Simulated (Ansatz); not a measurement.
```sh
ansatz run in.yaml --threads 4 --pin off --events-out ev --progress --plain --max-ram 9574MiB
```

```yaml
crystal:
  periodic: [false, false, false]
  atoms:
    - {symbol: Si, position_ang: [-1.557701, -0.246020, 0.017305]}
    - {symbol: Si, position_ang: [0.394872, -1.435128, 0.508465]}
    - {symbol: H, position_ang: [-1.291126, 0.769838, -1.036474]}
    - {symbol: H, position_ang: [-2.057145, 0.449806, 1.233675]}
    - {symbol: H, position_ang: [-2.615842, -1.171300, -0.470354]}
    - {symbol: H, position_ang: [1.452121, -0.510145, 0.998391]}
    - {symbol: H, position_ang: [0.127776, -2.452630, 1.560519]}
    - {symbol: H, position_ang: [0.895779, -2.129063, -0.708529]}
basis:
  gaussian: {orbitals: def2-TZVPP}
hamiltonian: {xc: pbe0, dispersion: d4}
output: {orbitals: {seedname: orbitals}}
```

Describe the molecule in this file.

It has 8 atoms: 2 silicon and 6 hydrogen (Si₂H₆). This geometry has D3d symmetry. Coordination: 2 Si tetrahedral.

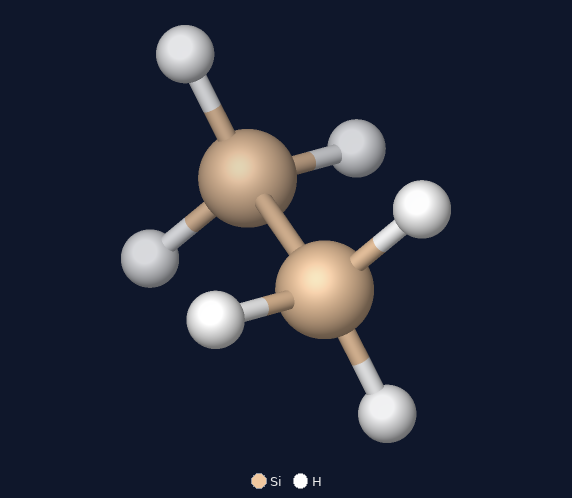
